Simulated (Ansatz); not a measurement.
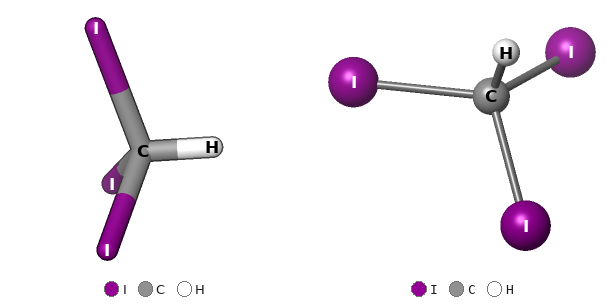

Two views of one molecule.

The computed structure is the end point of a PBE0-D4/def2-TZVP optimisation.

**What is the molecular formula?**

CHI₃, 5 atoms: 1 carbon, 1 hydrogen and 3 iodine.

**What is its SMILES?**

IC(I)I

**Count the bonded pairs by element.**

3 C–I, 1 C–H.

**Name functional groups in it.**

Among them: C–I bond.

**Give the symmetry (Schoenflies symbol).**

C3v.

More results for the same structure follow; atom numbers are the same in all pictures, views and colours differ.

## Geometry

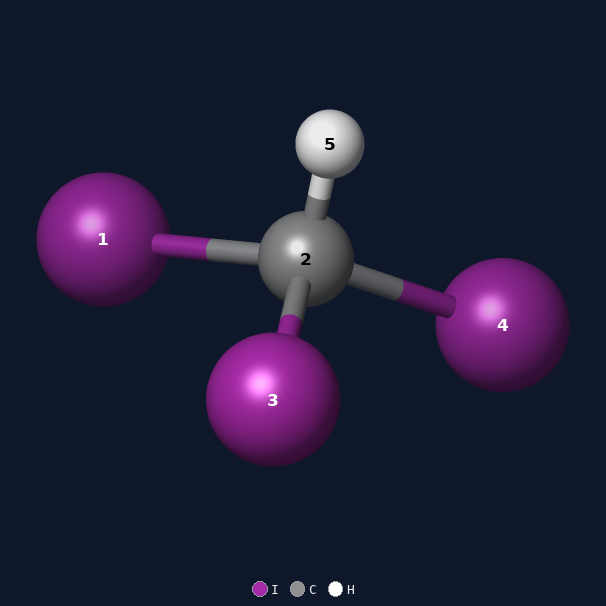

The atoms are numbered.

What are the angles I1–C2–I3, I1–C2–H5?

```tsv
angle	degrees
I1–C2–I3	112.7
I1–C2–H5	106.0
```

## Dipole moment

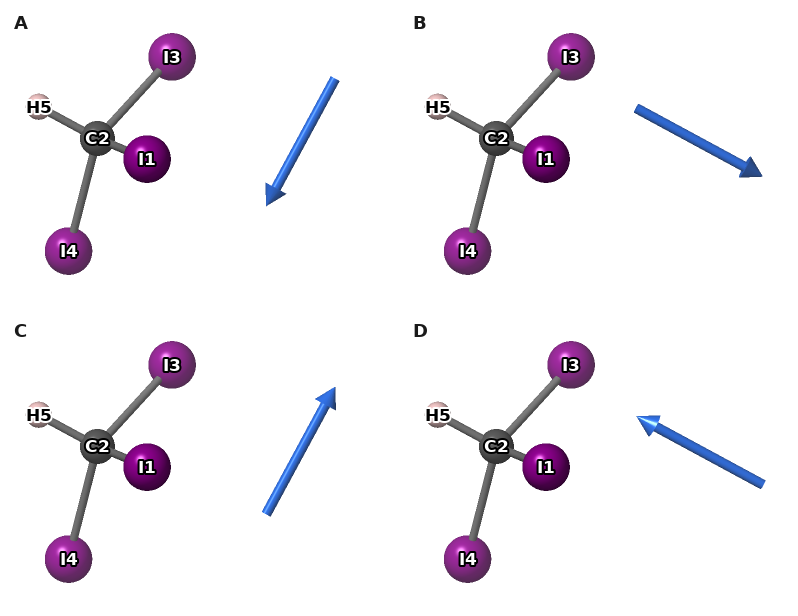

The same molecule four times, each with an arrow. Level of theory: RKS PBE-D4/def2-TZVPP, core potentials on I (Ansatz 0.2.0).

**Which arrow points along the dipole moment, from the negative to the positive end?**

D. The dipole moment is 0.56 D; it points from the side of I1, I3, I4 to the side of H5 (the outermost atoms at the two ends).

## Thermal motion

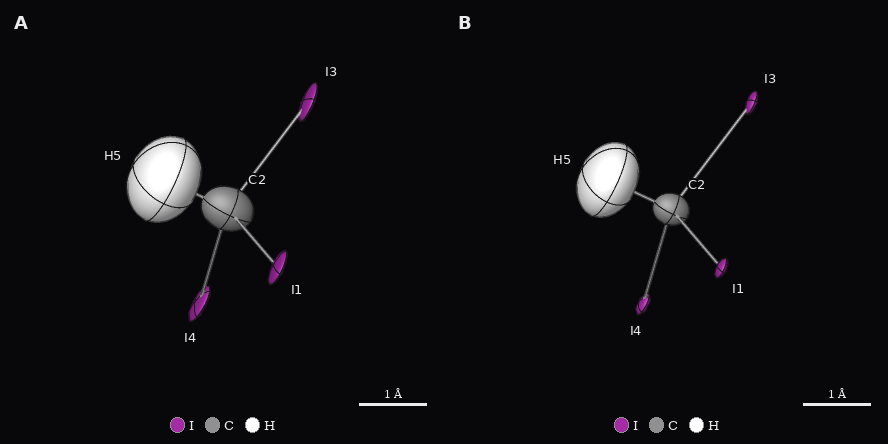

Displacement ellipsoids at the 50 % level, scaled by 3, from the internal vibrations of the free molecule (harmonic, no overall translation or rotation; no half-axis is drawn under 0.075 Å). Vibrations computed with RKS PBE0-D4/def2-TZVP, core potentials on I (Ansatz 0.2.0). One panel is for 200 K, the other for 600 K.

**Which panel is for 600 K?**

A.

**How much does the mean-square displacement of I4 grow, and why?**

U_eq goes from 0.00097 to 0.0028 Å², a factor of 2.9. Modes below kT (417 cm⁻¹ at 600 K) grow about in proportion to T, and the lowest lies at 103 cm⁻¹; the mean-square amplitude of a mode is its zero-point value times coth(ħω/2kT), which comes close to 1 only above about 3kT.

## Charges

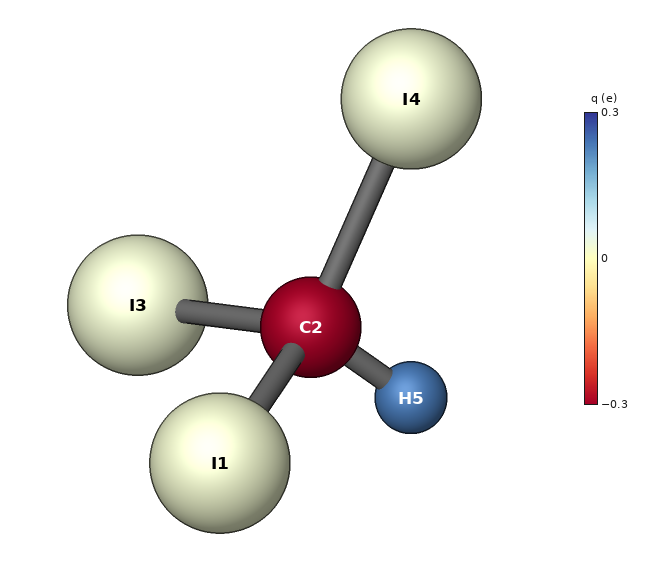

Atoms are coloured by their Mulliken charges. Properties computed with RKS PBE-D4/def2-TZVPP, core potentials on I (Ansatz 0.2.0).

List the Mulliken charges.

| atom | value (e) |
| --- | --- |
| I1 | 0.02 |
| C2 | −0.30 |
| I3 | 0.02 |
| I4 | 0.02 |
| H5 | 0.23 |

Mulliken values depend strongly on the basis set and can even reverse the polarity of a bond.
